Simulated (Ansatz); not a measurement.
## k-point convergence of GW for Bi2Te2PbS2 (R-3m)

Wanted: mesh convergence of the gap correction in Bi2Te2PbS2 (R-3m).

Calculated with Ansatz 0.2.0; G0W0 on PBE, plane waves, PAW; PAW set soft_1.

## 1. Set-up

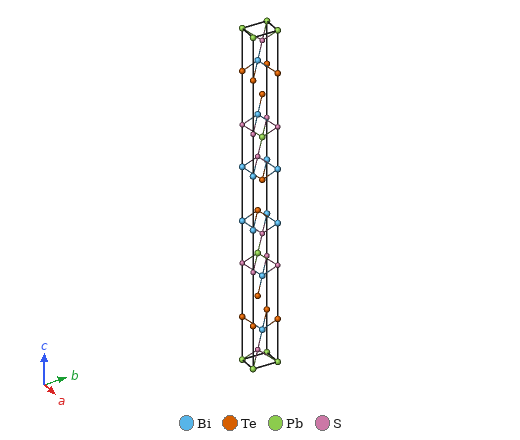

Start, viewed slightly off an axis; bismuth blue, tellurium orange, lead green, sulfur pink. This picture shows the conventional cell, with its axes. Bonds to atoms that aren't drawn are left out. Some periodic images of atoms are drawn too.

The cell and positions come from the Crystallography Open Database and are kept as given unless a step says otherwise. Spin-orbit coupling is left out unless a step names it.

## 2. The 2×2×2 mesh

Now the one-shot GW correction: screening in the RPA, then the self-energy of the levels asked for. This step takes PAW set soft_1 files.

The input, input.yaml:

```yaml
crystal:
  lattice:
    - [2.13505, 1.2326716922, 13.4709566667]
    - [-2.13505, 1.2326716922, 13.4709566667]
    - [0.0, -2.4653433845, 13.4709566667]
  atoms:
    - { symbol: Bi, position: [0.58139, 0.58139, 0.58139] }
    - { symbol: Bi, position: [0.41861, 0.41861, 0.41861] }
    - { symbol: Te, position: [0.87066, 0.87066, 0.87066] }
    - { symbol: Te, position: [0.12934, 0.12934, 0.12934] }
    - { symbol: Pb, position: [0.0, 0.0, 0.0] }
    - { symbol: S, position: [0.29134, 0.29134, 0.29134] }
    - { symbol: S, position: [0.70866, 0.70866, 0.70866] }
kpoints:
  mp_grid: { grid: [2, 2, 2] }
hamiltonian:
  xc: pbe
  pseudopotentials: { kind: paw, azcp: { folder: soft_1 } }
scf:
  occupations: { method: fixed }
gw:
  n_empty_bands: 483
  ecut_chi: 100
  qp_bands: [v2, c2]
  qp_kpoints: band_edges
  screening: { model: contour_deformation }
```

On the command line:

```bash
ansatz run input.yaml --threads 2 --pin off --max-ram 92160MiB --backend cuda --events-out ev --progress --plain --runs-dir out --devices 1 --max-vram 13GiB
```

Numbers of over 12 decimals in the logs are rounded to 6 here.

The log of the run:

```text
GPUs: using 1 of 1 available (devices: 1).
Engine: ansatz 0.2.0, x86_64-unknown-linux-gnu
Pseudopotentials: kind: paw
Pseudopotential: Bi, paw, valence charge 15, recommended cutoff 420 eV (normal), soft_1/Bi.paw.azcp
Pseudopotential: Te, paw, valence charge 16, recommended cutoff 420 eV (normal), soft_1/Te.paw.azcp
Pseudopotential: Pb, paw, valence charge 14, recommended cutoff 420 eV (normal), soft_1/Pb.paw.azcp
Pseudopotential: S, paw, valence charge 6, recommended cutoff 420 eV (normal), soft_1/S.paw.azcp
Functional definition: PBE
  parameter kappa = 0.804
  parameter beta = 0.066725
  exchange = pbe_x(kappa = kappa, mu = beta*pi^2/3)
  correlation = pbe_c(beta = beta)
device memory: the entry about to start is reckoned to put 4.0 GiB on a device that reports 37.9 GiB free (of which the cap on the GPU budget leaves the run 13.0 GiB)
GPU FFT provider: cuFFT
GPU libraries: cuBLAS 13.8.2, cuFFT 12.4.0, cuSOLVER 12.3.4
Crystal: 7 atoms, lattice volume = 212.718 Å³
Basis set: ecut = 420 eV, 4143 PW (Γ)
Bands: 53, of which v1, the nominal top of the filled ones, is band 44 counted from 1 (43 counted from 0)
Symmetry: 12 space group operations
Space group: R-3m (ITA 166), of the structure as read, at distance tolerance 6.0e-5 Å
k-points: 4 of 8
Non-local potential: Bi, projectors of the file, l = 0: 2, l = 1: 2, l = 2: 2, l = 3: 1
Non-local potential: Te, projectors of the file, l = 0: 2, l = 1: 2, l = 2: 2, l = 3: 1
Non-local potential: Pb, projectors of the file, l = 0: 2, l = 1: 2, l = 2: 2, l = 3: 1
Non-local potential: S, projectors of the file, l = 0: 2, l = 1: 2, l = 2: 1
PAW form: soft (Blöchl's): semilocal exchange-correlation on the pseudo side does not see the compensation charge
PAW one-centre angular grid: Bi, 590 points (default); XC on 64 Gauss nodes
PAW one-centre angular grid: Te, 590 points (default); XC on 64 Gauss nodes
PAW one-centre angular grid: Pb, 590 points (default); XC on 64 Gauss nodes
PAW one-centre angular grid: S, 110 points (default); XC on 64 Gauss nodes
Initial density: superposition of atomic densities (chi_scale 0.1, normalization cell, long waves 71 % of neutral atoms (reshape's long-wave potential 1.71 eV rms, cloud 2.94 Å wide))
Initial wavefunctions: pseudopotential atomic-orbital guess
GPU buffer pool allocated for 884736 grid points (all kernels)
GPU transforms: local potential and band sums: pruned to the plane-wave sphere, on 96×96×96
Functional: x = pbe(κ = 0.804, μ = 0.219515), c = pbe(β = 0.066725)
SCF iter   1: F=—  HF=-52474.874440 eV  |F-HF|=—  |Δ(HF+E_count)|=         —  Δρ=2.77e-2  dr2=1.78e1  ethr=3.10e-3  ⟨swp⟩=5.0  Hψ=722  notcnv=0  defer=14
preconditioner: auto → Resta (q_TF=auto, 2.355 Å⁻¹)  ε∞=4.1  [insulator: Δε(μ)=0.779 eV  Ē_g=10.086 eV  n_scr=52 (ndim 8)  ℏωp=17.6 eV  f_vac=0.006  ε∞_Penn≈4.1]
SCF iter   2: F=—  HF=-52473.627843 eV  |F-HF|=—  |Δ(HF+E_count)|=    1.25e0  Δρ=2.10e-2  dr2=9.07e0  ethr=3.10e-3  ⟨swp⟩=3.5  Hψ=471  notcnv=0  defer=21
SCF iter   3: F=—  HF=-52472.933201 eV  |F-HF|=—  |Δ(HF+E_count)|=   6.95e-1  Δρ=1.06e-2  dr2=5.99e-1  ethr=3.10e-3  ⟨swp⟩=2.8  Hψ=299  notcnv=0  defer=23
SCF iter   4: F=—  HF=-52472.852853 eV  |F-HF|=—  |Δ(HF+E_count)|=   8.03e-2  Δρ=3.37e-3  dr2=4.66e-2  ethr=6.81e-4  ⟨swp⟩=3.0  Hψ=289  notcnv=0  defer=27
SCF iter   5: F=—  HF=-52472.852997 eV  |F-HF|=—  |Δ(HF+E_count)|=   1.44e-4  Δρ=1.22e-3  dr2=4.84e-3  ethr=5.30e-5  ⟨swp⟩=2.8  Hψ=260  notcnv=0  defer=27
SCF iter   6: F=—  HF=-52472.854511 eV  |F-HF|=—  |Δ(HF+E_count)|=   1.51e-3  Δρ=3.43e-4  dr2=4.18e-4  ethr=5.50e-6  ⟨swp⟩=2.2  Hψ=338  notcnv=0  defer=27
SCF iter   7: F=—  HF=-52472.854899 eV  |F-HF|=—  |Δ(HF+E_count)|=   3.88e-4  Δρ=8.96e-5  dr2=2.56e-5  ethr=4.75e-7  ⟨swp⟩=2.0  Hψ=323  notcnv=0  defer=27
SCF iter   8: F=—  HF=-52472.854940 eV  |F-HF|=—  |Δ(HF+E_count)|=   4.06e-5  Δρ=2.72e-5  dr2=4.36e-6  ethr=2.91e-8  ⟨swp⟩=2.0  Hψ=311  notcnv=0  defer=18
SCF iter   9: F=—  HF=-52472.854942 eV  |F-HF|=—  |Δ(HF+E_count)|=   2.52e-6  Δρ=6.23e-6  dr2=1.16e-7  ethr=4.95e-9  ⟨swp⟩=2.0  Hψ=268  notcnv=0  defer=18
SCF iter  10: F=-52472.854942 eV  HF=-52472.854942 eV  |F-HF|=2.35e-8  |Δ(HF+E_count)|=   2.11e-7  Δρ=1.99e-6  dr2=1.81e-8  ethr=1.14e-10  ⟨swp⟩=13.0  Hψ=997  notcnv=0
SCF 1 converged in 10 iterations: F = -52472.854942 eV  dr2 = 1.81e-8
[...]
device memory: the entry about to start is reckoned to put 4.6 GiB on a device that reports 37.9 GiB free (of which the cap on the GPU budget leaves the run 13.0 GiB)
NSCF: frozen V_eff on 4 k-points
[...]
device memory: the entry about to start is reckoned to put 3.9 GiB on a device that reports 37.9 GiB free (of which the cap on the GPU budget leaves the run 13.0 GiB)
NSCF: frozen V_eff on 4 k-points
G₀W₀ screening: q 1/4
[... further progress lines ...]
device memory: the entry about to start is reckoned to put 1.6 GiB on a device that reports 37.4 GiB free (of which the cap on the GPU budget leaves the run 13.0 GiB)
NSCF: frozen V_eff on 1 k-points
device memory: the entry about to start is reckoned to put 1.6 GiB on a device that reports 37.4 GiB free (of which the cap on the GPU budget leaves the run 13.0 GiB)
NSCF: frozen V_eff on 1 k-points
device memory: the entry about to start is reckoned to put 1.6 GiB on a device that reports 37.4 GiB free (of which the cap on the GPU budget leaves the run 13.0 GiB)
NSCF: frozen V_eff on 1 k-points
SCF converged after 10 iterations
Free energy (F): -52472.854942 eV
Harris-Foulkes:  -52472.854942 eV  (|F-HF|=2.35e-8)
Internal energy: -52472.854942 eV  (E = F + TS)
E sigma→0 (E₀):  -52472.854942 eV
Fermi energy:    8.438934 eV
--- Per-component energies (eV) ---
  E_band       = -816.434807
  E_kinetic    = 1351.141980
  E_local      = -7598.478566  (includes V_loc(G=0)·N_el)
  E_nonlocal   = 1323.734665
  E_hartree    = 3268.780917
  E_xc         = -933.465060
  E_vxc        = -770.718946  (∫ρ·V_xc dr)
  E_paw        = -42272.645965  (= ΣΔE_a)
  E_vpaw       = -1659.677777  (= ΣTr[D̂ρ^β])
  E_aug_tail   = 0.000587  (compensation charges beyond the density's cutoff)
  E_ewald      = -7611.923501
  E_smearing   = -0.000000  (= −TS)
  E_closure    = 0.000000  (closes the sum)
  Σ components = -52472.854942   (vs F -52472.854942, Δ=0.00e0)
--- Band table (eV) ---
  k-point 0: bands = [... 40 lower, 7.5688, 7.5861, 7.5861, 8.0024, 9.2608, 9.7431, 10.0319, 10.0319, ... 5 higher]
  k-point 1: bands = [... 40 lower, 6.9001, 6.9815, 7.0327, 7.6353, 9.7672, 10.2682, 10.4982, 10.7677, ... 5 higher]
  k-point 2: bands = [... 40 lower, 6.5314, 6.7770, 7.2993, 7.8879, 9.3345, 10.2904, 10.8328, 11.0932, ... 5 higher]
  k-point 3: bands = [... 40 lower, 7.4091, 7.6464, 7.6464, 8.4389, 8.7772, 9.8175, 9.8175, 9.9938, ... 5 higher]
--- G₀W₀: contour deformation, 8 samples at zero and on the imaginary axis and 1 off it, 8 q-points, 483 empty bands' worth ---
  eigenvalues of the whole cell's RPA ε∞ on this k-mesh (on a slab, of 1 + 4πα/V) = 39.6651, 39.6651, 122.6567; static W/v taken at q = 0 is 0.073497
  gw.qp_kpoints: band_edges: 4 of 4 stored k-points solved, in 1 pass; an edge of the gap read off the rows below is read off those points alone
  `?` marks the rows in doubt; gw_qp.tsv's column doubts and the gw_qp event give each row's grounds
    ik  band        ε_KS         Σx   Σc(E_QP)       V_xc       Z   E_QP_lin       E_QP  E_QP is
     0    43      7.5861   -16.0849     1.6919   -13.9611  0.7286     7.1643     7.1543  root ?
     0    44      8.0024   -13.7788     0.0641   -13.4785  0.7452     7.7598     7.7663  root
     0    45      9.2608   -10.2310    -2.8140   -12.9846  0.7196     9.2010     9.2004  root
     0    46      9.7431    -9.8467    -3.4890   -13.3648  0.7932     9.7719     9.7723  root
     1    43      7.0327   -14.6152     0.9564   -13.2923  0.7221     6.7367     6.6661  root
     1    44      7.6353   -15.6932     0.7177   -14.7078  0.7537     7.3594     7.3677  root
     1    45      9.7672    -9.3089    -3.0464   -12.3290  0.7584     9.7410     9.7409  root
     1    46     10.2682    -9.3519    -3.1432   -12.4586  1.1871    10.2287    10.2317  root ?
     2    43      7.2993   -16.4373     1.6667   -14.3648  0.7351     6.9029     6.8935  root ?
     2    44      7.8879   -15.5459     0.5934   -14.6764  0.7598     7.6040     7.6118  root
     2    45      9.3345    -9.3020    -2.8821   -12.1732  0.7831     9.3237     9.3237  root
     2    46     10.2904    -9.3796    -3.3028   -12.7632  0.7710    10.3713    10.3712  root
     3    43      7.6464   -16.2524     1.6810   -14.1276  0.7329     7.2183     7.2027  root ?
     3    44      8.4389   -15.0898     0.0467   -14.7975  0.7623     8.1895     8.1935  root
     3    45      8.7772    -9.4951    -2.6746   -12.1371  0.7763     8.7446     8.7445  root
     3    46      9.8175    -9.2374    -3.5008   -12.8152  0.7590     9.8947     9.8945  root
```

Run time: 16 s. Hardware: 1 × NVIDIA H100 80GB HBM3 (shared by 6 runs) with 2 threads of AMD EPYC 7R13 (Zen 3), shared host; peak memory 1.6 GiB.

Reading the cycles: dr2 is the Hartree energy of the density residual (eV), the measure of convergence; HF is the Harris–Foulkes estimate of the energy, which meets the free energy F at convergence.

This step gave:

```yaml
bands_summed: 527
rpa_eps_infinity_on_this_mesh_eigenvalues: 39.67, 39.67, 122.7
plane_waves_in_the_screening_matrix: 483
q_points_in_the_mesh: 8
g0w0_gap_on_the_mesh: 0.5511 eV
k_of_the_valence_top: -0.5, -0.5, -0.5
k_of_the_conduction_bottom: -0.5, -0.5, -0.5
starting_gap_on_the_mesh: 0.3382 eV
z_at_the_valence_top: 0.7623
z_at_the_conduction_bottom: 0.7763
least_direct_g0w0_gap_on_the_computed_points: 0.5511 eV
```

The gap on the mesh goes from 0.34 eV to 0.55 eV, a correction of +0.21 eV. Between the two edge states, bare exchange in place of the xc potential would open the gap by 2.93 eV, and correlation takes back 2.72 eV.

## 3. The 4×4×4 mesh

A second mesh at equal bands and cutoff isolates the sampling error.

input.yaml, as its differences from that of step 2:

```diff
@@ -14,3 +14,3 @@
 kpoints:
-  mp_grid: { grid: [2, 2, 2] }
+  mp_grid: { grid: [4, 4, 4] }
 hamiltonian:
```

The log of the run:

```text
GPUs: using 1 of 1 available (devices: 1).
[...]
GPU FFT provider: cuFFT
GPU libraries: cuBLAS 13.8.2, cuFFT 12.4.0, cuSOLVER 12.3.4
Crystal: 7 atoms, lattice volume = 212.718 Å³
Basis set: ecut = 420 eV, 4143 PW (Γ)
Bands: 53, of which v1, the nominal top of the filled ones, is band 44 counted from 1 (43 counted from 0)
[... 1 set-up line as in the run before ...]
[...]
k-points: 13 of 64
[...]
GPU buffer pool allocated for 884736 grid points (all kernels)
[...]
SCF iter   1: F=—  HF=-52475.887975 eV  |F-HF|=—  |Δ(HF+E_count)|=         —  Δρ=2.56e-2  dr2=1.56e1  ethr=3.10e-3  ⟨swp⟩=5.0  Hψ=2345  notcnv=0  defer=50
[...]
SCF iter   9: F=-52474.077830 eV  HF=-52474.077830 eV  |F-HF|=8.68e-8  |Δ(HF+E_count)|=   1.34e-6  Δρ=5.11e-6  dr2=7.39e-8  ethr=1.14e-10  ⟨swp⟩=11.6  Hψ=3701  notcnv=0
SCF 1 converged in 9 iterations: F = -52474.077830 eV  dr2 = 7.39e-8
[...]
6    43      7.2446   -16.3829     1.6201   -14.3636  0.7421     6.8767     6.8454  root ?
     6    44      7.8452   -15.7559     0.7000   -14.6942  0.7631     7.5642     7.4835  root ?
     6    45      9.3100    -9.1594    -3.0215   -12.1863  0.7919     9.3154     9.3154  root
     6    46     10.2736    -9.3641    -3.3427   -12.7874  0.7771    10.3540    10.3542  root
[...]
10    44      7.9470   -16.0381     0.8685   -14.9033  0.7552     7.6838     7.6807  root ?
[...]
11    43      7.7122   -16.3869     1.2333   -14.8489  0.7523     7.4112     7.4073  root ?
    11    44      7.7724   -16.4319     1.0290   -15.0419  0.7569     7.4923     7.4114  root ?
[...]
11    46     10.1901    -9.4808    -3.3508   -12.9168  0.7811    10.2751    10.2752  root
    12    43      7.5963   -15.7764     1.2484   -14.1182  0.7529     7.2071     7.1864  root ?
    12    44      8.4047   -15.1506     0.0825   -14.8101  0.7721     8.1514     8.1467  root
    12    45      8.7439    -9.4859    -2.6812   -12.1491  0.7946     8.7259     8.7260  root
    12    46      9.7889    -9.5467    -3.2283   -12.8394  0.7765     9.8532     9.8533  root
[key lines of the parts left out:]
SCF converged after 9 iterations
Free energy (F): -52474.077830 eV
Fermi energy:    8.404687 eV
```

It took 80 s on 1 × NVIDIA H100 80GB HBM3 (shared by 6 runs) with 2 threads; peak memory 2.3 GiB.

This step gave:

- bands summed: 527
- RPA ε∞ on this mesh (eigenvalues): 20.10, 20.10, 29.92
- plane waves in the screening matrix: 483
- q-points in the mesh: 64
- G0W0 gap on the mesh: 0.5793 eV
- k of the valence top: -0.5, -0.5, -0.5
- k of the conduction bottom: -0.5, -0.5, -0.5
- starting gap on the mesh: 0.3393 eV
- Z at the valence top: 0.7721
- Z at the conduction bottom: 0.7946
- least direct G0W0 gap on the computed points: 0.5793 eV

Against the run with 2×2×2 mesh, 483 empty bands, screening to 100 eV, PAW set soft_1 files, the gap moves by +0.03 eV.

## 4. The 6×6×6 mesh

input.yaml, as its differences from that of step 3:

```diff
@@ -14,3 +14,3 @@
 kpoints:
-  mp_grid: { grid: [4, 4, 4] }
+  mp_grid: { grid: [6, 6, 6] }
 hamiltonian:
```

The log of the run:

```text
GPUs: using 1 of 1 available (devices: 1).
[...]
GPU FFT provider: cuFFT
GPU libraries: cuBLAS 13.8.2, cuFFT 12.4.0, cuSOLVER 12.3.4
Crystal: 7 atoms, lattice volume = 212.718 Å³
Basis set: ecut = 420 eV, 4143 PW (Γ)
Bands: 53, of which v1, the nominal top of the filled ones, is band 44 counted from 1 (43 counted from 0)
[... 1 set-up line as in the run before ...]
[...]
k-points: 32 of 216
[...]
29    46     10.0366    -9.9361    -3.3087   -13.3092  0.7696    10.1008    10.1010  root
    31    43      7.5897   -15.6533     1.1875   -14.1203  0.7487     7.2157     7.2441  root
    31    44      8.4060   -15.2709     0.1954   -14.8153  0.7645     8.1520     8.1458  root ?
    31    45      8.7441    -9.4031    -2.7622   -12.1480  0.7880     8.7269     8.7269  root
    31    46      9.7873    -9.6424    -3.1431   -12.8422  0.7718     9.8439     9.8439  root
[key lines of the parts left out:]
SCF converged after 9 iterations
Free energy (F): -52474.070720 eV
Fermi energy:    8.405974 eV
```

Wall time 12 min (1 × NVIDIA H100 80GB HBM3 (shared by 6 runs) with 2 threads); peak memory 3.9 GiB.

Numbers from this step:

| Item | Value |
| --- | --- |
| bands summed | 527 |
| RPA ε∞ on this mesh (eigenvalues) | 19.56, 19.56, 19.69 |
| plane waves in the screening matrix | 483 |
| G0W0 gap on the mesh | 0.5811 eV |
| k of the valence top | -0.5, -0.5, -0.5 |
| k of the conduction bottom | -0.5, -0.5, -0.5 |
| starting gap on the mesh | 0.3381 eV |
| least direct G0W0 gap on the computed points | 0.5811 eV |

Against the run with 4×4×4 mesh, 483 empty bands, screening to 100 eV, PAW set soft_1 files, the gap moves by +0.002 eV.

## 5. The meshes together

Times are wall times on 1 × NVIDIA H100 80GB HBM3 (shared by 6 runs) with 2 threads of AMD EPYC 7R13 (Zen 3), shared host, good to a factor of about two.

| mesh | points | irreducible | start (eV) | G0W0 (eV) | shift (eV) | RPA ε∞ (mean) | time |
| --- | --- | --- | --- | --- | --- | --- | --- |
| 2×2×2 | 8 | 4 | 0.338 | 0.551 | +0.213 | 67.33 | 16 s |
| 4×4×4 | 64 | 13 | 0.339 | 0.579 | +0.240 | 23.38 | 80 s |
| 6×6×6 | 216 | 32 | 0.338 | 0.581 | +0.243 | 19.60 | 12 min |

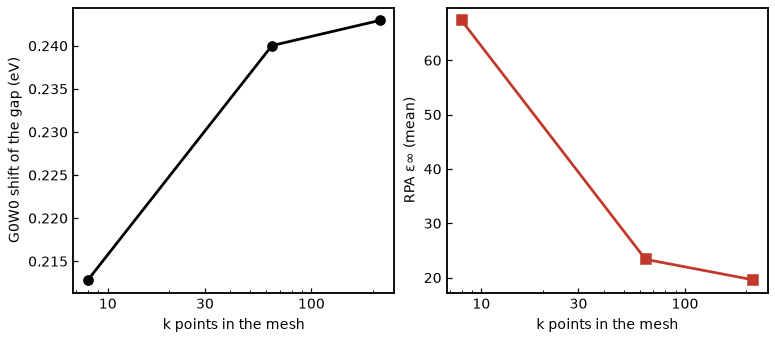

Shift and screening against the mesh.

## 6. Results

```yaml
2x2x2: 0.551 eV (shift +0.213)
4x4x4: 0.579 eV (shift +0.240)
6x6x6: 0.581 eV (shift +0.243)
settings: PBE start, 483 empty bands, 100 eV
```

In words: The shift is +0.21 eV on 2×2×2 and +0.24 eV on 6×6×6; the last step moves it by +0.003 eV. The RPA ε∞ (mean) ranges from 19.60 to 67.33 and ends at 19.60; the coarsest mesh overstates it. From 8 to 216 points the time grows 45-fold. Bands and cutoff are modest here, so the values stand off the basis limit. Where an edge is built on 6p states of lead, bismuth or thallium, scalar-relativistic gaps usually stand too wide, by a few tenths to over one eV. With atoms this heavy and so narrow a gap, spin-orbit coupling can invert the bands. These scalar-relativistic gaps are then model values, not to be set against experiment, and a spin-orbit change taken from DFT can't simply be added. The program marks a band-edge row as in doubt, so the gap is less sure than its digits.

[Paths, hosts, dates, memory and timing lines, banners, echoed tables and standing remarks are left out of the program output.]

[Logs are printed without paths, hosts, clocks, repeated set-up lines and the standing remarks that a program may print on its own settings, such as how far it seeks lower states.]

[Runs of the session that timed out or met a known fault of the program may be left out.]

[Cells called generated may have been cut or substituted from an entry of the Crystallography Open Database or the Materials Project.]

[Hosts, paths, dates, database ids (printed as entryN), source tags and the programs' standing remarks are cut or masked in the printed files.]
